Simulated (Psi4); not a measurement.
# C2H7Al (SMILES [CH3][AlH][CH3]): MP2/cc-pVDZ (density fitting, density fitting for correlation, sweep point 1)

Aim: the vertical ionisation energy of C2H7Al at MP2/cc-pVDZ (density fitting, density fitting for correlation, sweep point 1), from 2 runs. The job is set up through a Python script.

The calculation is run with Psi4 1.11.

## (1) The molecule

C2H7Al: 10 atoms, total charge 0, spin state singlet. As SMILES, `[CH3][AlH][CH3]`. The coordinates come from a PBE0-D4/def2-TZVP relaxation.

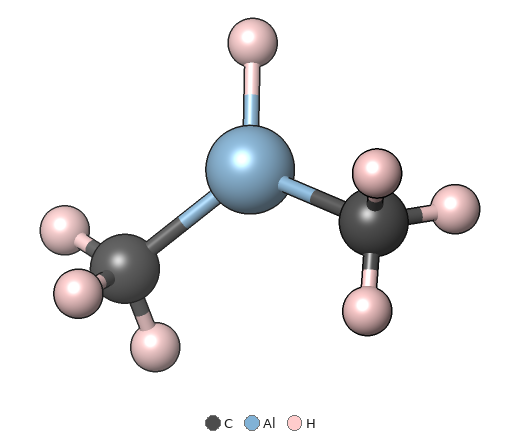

The structure, seen from a chosen angle (carbon dark grey, aluminium light blue, hydrogen pink).

## (2) A single-point energy at MP2/cc-pVDZ (density fitting, density fitting for correlation, sweep point 1)

c2h7al.py

```python
import psi4

psi4.set_memory(1600000000)
psi4.set_num_threads(1)
psi4.set_output_file('run.log', False)

mol = psi4.geometry("""
0 1
C     -1.219100     0.923600    -0.783300
Al     0.496800     0.021800    -0.536400
C      0.903900    -0.949000     1.109700
H     -2.054000     0.233200    -0.621200
H     -1.337000     1.368500    -1.773800
H     -1.340300     1.723700    -0.043600
H      1.605700     0.078800    -1.681200
H      0.069000    -0.980000     1.814000
H      1.201900    -1.980900     0.894300
H      1.756300    -0.490900     1.624500
symmetry c1
""")

options = {'basis': 'cc-pVDZ', 'puream': True, 'scf_type': 'df', 'num_frozen_docc': 0}
psi4.set_options(options)

E = psi4.energy('mp2')
print(f'mp2 energy: {E:.10f} Eh')
```

Launch:

```bash
$ python c2h7al.py
```

run.log:

```text
[...]
  Running in c1 symmetry.
[...]
  Nuclear repulsion =   96.450436935966493
[...]
  Multiplicity = 1
[...]
  Nalpha       = 16
  Nbeta        = 16
[...]
    Number of basis functions: 81
[...]
   @DF-RHF iter   1:  -321.58722071545264   -8.49736e-01   5.96473e-03 DIIS/ADIIS
[...]
   @DF-RHF iter  10:  -321.72755353959445   -3.97904e-12   5.41458e-09 DIIS
[...]
    Orbital Energies [Eh]
    ---------------------
    Doubly Occupied:
       1A    -58.450533     2A    -11.193649     3A    -11.193183
       4A     -4.869160     5A     -3.184317     6A     -3.181246
       7A     -3.181153     8A     -0.920516     9A     -0.909097
      10A     -0.543855    11A     -0.535586    12A     -0.531099
      13A     -0.528504    14A     -0.526916    15A     -0.402171
      16A     -0.394792
[...]
  @DF-RHF Final Energy:  -321.72755353959445
   => Energetics <=
    Nuclear Repulsion Energy =             96.4504369359664935
    One-Electron Energy =                -635.2644250141759130
    Two-Electron Energy =                 217.0864345386148955
    Total Energy =                       -321.7275535395945099
[...]
 Multipole Moments:
 ------------------------------------------------------------------------------------
     Multipole            Electronic (a.u.)      Nuclear  (a.u.)        Total (a.u.)
 ------------------------------------------------------------------------------------
 L = 1.  Multiply by 2.5417464519 to convert [e a0] to [Debye]
 Dipole X            :          1.3028179           -1.4775832           -0.1747654
 Dipole Y            :          0.0794096           -0.0876992           -0.0082896
 Dipole Z            :         -1.5242499            1.7012199            0.1769700
 Magnitude           :                                                    0.2488575
[...]
```

On the terminal:

```text
mp2 energy: -322.1043908751 Eh
```

It took 2.5 s on 1 thread of Intel Xeon 6975P-C (Granite Rapids), shared host; peak memory 0.29 GiB.

## (3) The doublet cation

Edit c2h7al.py of step 2 so:

```diff
@@ -2,3 +2,3 @@
 
-psi4.set_memory(1600000000)
+psi4.set_memory('1600 MB')
 psi4.set_num_threads(1)
@@ -7,3 +7,3 @@
 mol = psi4.geometry("""
-0 1
+1 2
 C     -1.219100     0.923600    -0.783300
@@ -21,6 +21,12 @@
 
-options = {'basis': 'cc-pVDZ', 'puream': True, 'scf_type': 'df', 'num_frozen_docc': 0}
-psi4.set_options(options)
+psi4.set_options({
+    'basis': 'cc-pVDZ',
+    'reference': 'uhf',
+    'puream': True,
+    'scf_type': 'df',
+    'num_frozen_docc': 0,
+    'maxiter': 100,
+})
 
-E = psi4.energy('mp2')
-print(f'mp2 energy: {E:.10f} Eh')
+e_tot, wfn = psi4.energy('mp2', return_wfn=True)
+print(f'total energy {e_tot:.8f} hartree = {e_tot * 27.211386:.5f} eV')
```

Launch:

```bash
$ python c2h7al.py
```

run.log:

```text
[...]
  Running in c1 symmetry.
[...]
  Nuclear repulsion =   96.450436935966493
[...]
  Multiplicity = 2
[...]
  Nalpha       = 16
  Nbeta        = 15
[...]
    Number of basis functions: 81
[...]
   @DF-UHF iter   1:  -321.21548681656293   -4.78002e-01   5.57587e-03 DIIS/ADIIS
[...]
   @DF-UHF iter  18:  -321.36751228239740   -3.75167e-12   7.62283e-09 DIIS
[...]
   @S^2 Observed:                7.871501692E-01
[...]
    Orbital Energies [Eh]
    ---------------------
    Alpha Occupied:
       1A    -58.722432     2A    -11.409559     3A    -11.408723
       4A     -5.139164     5A     -3.456651     6A     -3.451999
       7A     -3.448645     8A     -1.132054     9A     -1.117948
      10A     -0.903485    11A     -0.743168    12A     -0.734814
      13A     -0.731478    14A     -0.726928    15A     -0.691954
      16A     -0.621048
    Alpha Virtual:
      17A     -0.138667    18A     -0.061112    19A     -0.043207
      20A      0.005343    21A      0.042606    22A      0.077863
      23A      0.080695    24A      0.090057    25A      0.103116
[...]
  @DF-UHF Final Energy:  -321.36751228239740
   => Energetics <=
    Nuclear Repulsion Energy =             96.4504369359664935
    One-Electron Energy =                -627.7770023107422048
    Two-Electron Energy =                 209.9590530923782694
    Total Energy =                       -321.3675122823973993
  UHF NO Occupations:
  HONO-2 :   14  A 1.9952711
  HONO-1 :   15  A 1.9864107
  HONO-0 :   16  A 1.0000000
  LUNO+0 :   17  A 0.0135893
  LUNO+1 :   18  A 0.0047289
[...]
 Multipole Moments:
 ------------------------------------------------------------------------------------
     Multipole            Electronic (a.u.)      Nuclear  (a.u.)        Total (a.u.)
 ------------------------------------------------------------------------------------
 L = 1.  Multiply by 2.5417464519 to convert [e a0] to [Debye]
 Dipole X            :          2.3275323           -1.4775832            0.8499491
 Dipole Y            :          0.1246599           -0.0876992            0.0369607
 Dipole Z            :         -2.5663866            1.7012199           -0.8651667
 Magnitude           :                                                    1.2133808
[...]
```

Standard output:

```text
total energy -321.72749991 hartree = -8754.65119 eV
```

Run time: 2.3 s. Hardware: 1 thread of Intel Xeon 6975P-C (Granite Rapids), shared host; peak memory 0.29 GiB.

## (4) Results

At MP2/cc-pVDZ (density fitting, density fitting for correlation, sweep point 1):

```
                                                                  quantity          value
                                              singlet C2H7Al: total energy  -322.10439 Eh
                       singlet C2H7Al: HOMO energy (Hartree–Fock orbitals)      -10.74 eV
                       singlet C2H7Al: LUMO energy (Hartree–Fock orbitals)        1.88 eV
                     singlet C2H7Al: HOMO–LUMO gap (Hartree–Fock orbitals)       12.63 eV
                                        singlet C2H7Al: correlation energy     -376.8 mEh
                                              doublet cation: total energy  -321.72750 Eh
doublet cation: HOMO energy (Hartree–Fock orbitals) (highest over α and β)      -15.41 eV
 doublet cation: LUMO energy (Hartree–Fock orbitals) (lowest over α and β)       -8.71 eV
                                        doublet cation: correlation energy     -360.0 mEh
                         doublet cation: ⟨S²⟩ of the reference determinant          0.787
                        vertical ionisation energy (to the doublet cation)      10.256 eV
```

In words: The vertical ionisation energy comes to 10.26 eV (990 kJ/mol).
